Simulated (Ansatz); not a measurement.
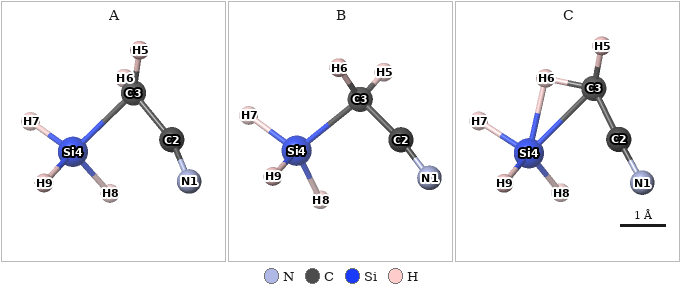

3 geometries from a converged minimum-energy path of C2H5NSi, shuffled. A ball-and-stick model, seen at a tilt.

The calculation used UKS PBE-D4/def2-SVP in Ansatz. Set-up: 9 movable images; climbing image; force threshold 0.03 eV/Å; iteration limit 60; starting path through a guess of the saddle point.

Q: Which frame is the transition state?

A: C. In order along the path, whose images run from 0 to 10: B (image 1, +0.08 eV), C (image 5, +3.63 eV), A (image 7, +1.31 eV). No bond forms or breaks between the ends. Among the angles between lasting bonds that change up to the highest image: Si4–C3–H6 108.8° → 55.0°, Si4–C3–H5 108.8° → 144.0°.
